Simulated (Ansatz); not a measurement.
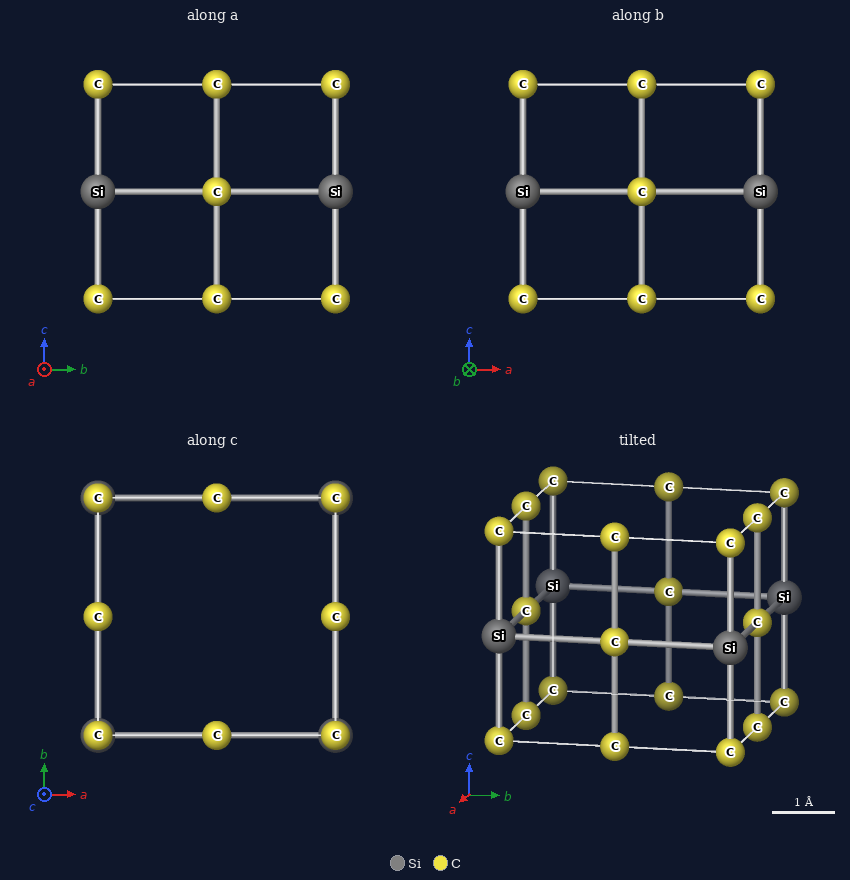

Shown here is a ball-and-stick view of the crystal, taken along the a axis, along the b axis, along the c axis and slightly off an axis. The lines enclose the conventional unit cell; boundary atoms appear with their images.

Lattice parameters: a = 3.889 Å, b = 3.889 Å, c = 3.511 Å, α = 90.00°, β = 90.00°, γ = 90.00°. Put a along x and b in the xy plane.

**Transcribe the picture into a POSCAR file.**

```
Si C
1.0
     3.889    0.000    0.000
     0.000    3.889    0.000
     0.000    0.000    3.511
Si C
1 5
Direct
  0.0000 0.0000 0.5000
  0.0000 0.5000 0.0000
  0.5000 0.0000 0.0000
  0.0000 0.5000 0.5000
  0.5000 0.0000 0.5000
  0.0000 0.0000 0.0000
```

It goes back to a random cell made by a generator, so it need not be a real form of the compound. It is drawn as it came out of a relaxation with DFT PBE, scalar-relativistic, plane waves, PAW in Ansatz.
